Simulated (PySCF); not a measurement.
## C$_{2}$H$_{2}$F$_{4}$: one change and its effect

System: C$_{2}$H$_{2}$F$_{4}$ (1,1,2,2-tetrafluoroethane), SMILES FC(F)C(F)F.
Method of run 1: GIAO PBE0/STO-3G NMR shielding, non-relativistic, gas phase (PySCF 2.14.0).

The geometry comes from this level: PBE0-D3(BJ)/def2-SVP. Text and figures count atoms from 1; the logs count them from 0 in places.

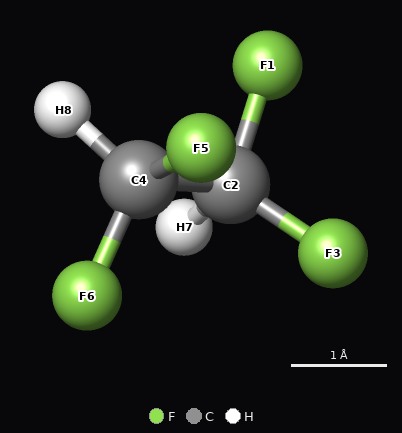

Figure 1. The input geometry (ball-and-stick view, seen at a tilt; atoms are numbered from 1 in the order of the input). Bond lengths as drawn: C–C 1.52 Å, C–F 1.34 to 1.35 Å and C–H 1.10 Å.

**The input, run 1**
```
{"job": {"kind": "nmr", "xc": "PBE0", "basis": "STO-3G", "pop": true}, "charge": 0, "multiplicity": 1}
F     -1.242217     1.190097     0.182042
C     -0.693793     0.051492    -0.280987
F     -0.590030     0.129132    -1.614104
C      0.688528    -0.113503     0.337271
F      1.528095     0.799345    -0.167921
F      1.147777    -1.342934     0.037891
H     -1.341514    -0.802213    -0.012779
H      0.641384     0.002922     1.434886
```

The first line tells a small driver script what to run in PySCF; the rest is the geometry in Å.

Launched with:
```bash
OMP_NUM_THREADS=1 python <driver script> task.json out
```

Hardware: 1 CPU thread, shared host.

**Output (run 1)**
```
coarse grid: 7760 points
cycle   1  E = -469.4501173584  dE =  1.063e+00  |g| = 7.868e-01  |ddm| = 3.615e+00
cycle   2  E = -469.4117536238  dE =  3.836e-02  |g| = 9.542e-01  |ddm| = 2.244e+00
cycle   3  E = -469.6594686812  dE = -2.477e-01  |g| = 2.161e-02  |ddm| = 1.188e+00
cycle   4  E = -469.6596210989  dE = -1.524e-04  |g| = 1.123e-02  |ddm| = 5.746e-02
cycle   5  E = -469.6596682346  dE = -4.714e-05  |g| = 1.738e-03  |ddm| = 2.065e-02
cycle   6  E = -469.6596694358  dE = -1.201e-06  |g| = 1.637e-04  |ddm| = 3.276e-03
final grid: 79576 points
cycle   7  E = -469.6066246364  dE = -6.175e-06  |g| = 3.200e-03  |ddm| = 9.979e-03
cycle   8  E = -469.6066247171  dE = -8.068e-08  |g| = 3.180e-03  |ddm| = 7.839e-03
cycle   9  E = -469.6066276164  dE = -2.899e-06  |g| = 4.995e-05  |ddm| = 3.922e-03
cycle  10  E = -469.6066276174  dE = -1.065e-09  |g| = 2.267e-05  |ddm| = 1.387e-04
cycle  11  E = -469.6066276176  dE = -1.991e-10  |g| = 5.391e-06  |ddm| = 4.618e-05
converged SCF energy = -469.6066276176

GIAO shielding tensors (ppm)
atom      isotropic    diamagn.    paramagn.     s11        s22        s33       span
  0 F      423.715     453.574     -29.858    375.398    416.937    478.812    103.414
  1 C      154.829     251.549     -96.721    122.400    160.202    181.884     59.483
  2 F      427.988     453.190     -25.202    370.154    428.609    485.201    115.047
  3 C      154.816     251.546     -96.730    122.323    160.244    181.883     59.560
  4 F      428.091     453.169     -25.078    370.015    428.796    485.461    115.446
  5 F      423.634     453.507     -29.873    375.426    416.684    478.793    103.368
  6 H       29.596      29.915      -0.319     25.931     27.700     35.159      9.228
  7 H       29.592      29.900      -0.308     25.945     27.669     35.163      9.217
```

For run 2 the input was changed thus:
```diff
-"basis": "STO-3G"
+"basis": "def2-TZVP"
```

Predict how the results change.

The total energy of run 2 is 4338.8 kcal/mol lower, which measures the change of basis and not a stability. The HOMO goes from −4.75 to −9.83 eV. The LUMO goes from 7.91 to 1.39 eV. The dipole moment goes from 1.15 to 2.24 D. Of all shieldings, the largest change is that of F6, by −98.4 ppm. The SCF takes 13 iterations against 11. The basis functions go from 32 to 198.

**Output (run 2)**
```
coarse grid: 7760 points
cycle   1  E = -476.3788833099  dE =  9.067e-01  |g| = 9.212e-01  |ddm| = 2.175e+00
cycle   2  E = -476.2005068152  dE =  1.784e-01  |g| = 1.447e+00  |ddm| = 1.047e+00
cycle   3  E = -476.5105843044  dE = -3.101e-01  |g| = 4.070e-02  |ddm| = 6.285e-01
cycle   4  E = -476.5107740886  dE = -1.898e-04  |g| = 2.019e-02  |ddm| = 2.908e-02
cycle   5  E = -476.5108195550  dE = -4.547e-05  |g| = 9.565e-03  |ddm| = 1.478e-02
cycle   6  E = -476.5108324602  dE = -1.291e-05  |g| = 1.049e-03  |ddm| = 4.812e-03
cycle   7  E = -476.5108326444  dE = -1.841e-07  |g| = 2.803e-04  |ddm| = 9.266e-04
final grid: 79576 points
cycle   8  E = -476.5209731331  dE = -8.081e-05  |g| = 4.835e-03  |ddm| = 3.367e-02
cycle   9  E = -476.5209709519  dE =  2.181e-06  |g| = 6.239e-03  |ddm| = 5.934e-03
cycle  10  E = -476.5209775276  dE = -6.576e-06  |g| = 7.617e-04  |ddm| = 3.014e-03
cycle  11  E = -476.5209776030  dE = -7.545e-08  |g| = 2.236e-04  |ddm| = 6.226e-04
cycle  12  E = -476.5209776109  dE = -7.845e-09  |g| = 3.010e-05  |ddm| = 1.694e-04
cycle  13  E = -476.5209776109  dE = -7.799e-11  |g| = 1.859e-05  |ddm| = 2.520e-05
converged SCF energy = -476.5209776109

GIAO shielding tensors (ppm)
atom      isotropic    diamagn.    paramagn.     s11        s22        s33       span
  0 F      325.403     466.276    -140.873    222.496    340.454    413.260    190.764
  1 C       72.064     241.293    -169.229     55.495     74.799     85.899     30.403
  2 F      337.703     465.943    -128.240    234.789    349.306    429.015    194.226
  3 C       72.079     241.374    -169.295     55.498     74.859     85.881     30.383
  4 F      337.663     465.958    -128.295    234.847    349.194    428.948    194.101
  5 F      325.244     466.165    -140.921    222.145    340.338    413.250    191.104
  6 H       25.898      28.755      -2.857     23.451     25.429     28.813      5.362
  7 H       25.892      28.752      -2.860     23.447     25.405     28.825      5.378
```

**The two runs side by side**

| quantity | run 1 | run 2 |
| --- | --- | --- |
| outcome | converged | converged |
| total energy (hartree) | −469.606628 | −476.520978 |
| HOMO (eV) | −4.75 | −9.83 |
| LUMO (eV) | 7.91 | 1.39 |
| dipole moment (D) | 1.15 | 2.24 |
| shielding of F1 (ppm) | 423.7 | 325.4 |
| shielding of C2 (ppm) | 154.8 | 72.1 |
| shielding of F3 (ppm) | 428.0 | 337.7 |
| shielding of C4 (ppm) | 154.8 | 72.1 |
| shielding of F5 (ppm) | 428.1 | 337.7 |
| shielding of F6 (ppm) | 423.6 | 325.2 |
| shielding of H8 (ppm) | 29.6 | 25.9 |
| SCF iterations | 11 | 13 |
| basis functions | 32 | 198 |
| wall time (shared host) | 1.8 s | 14 s |
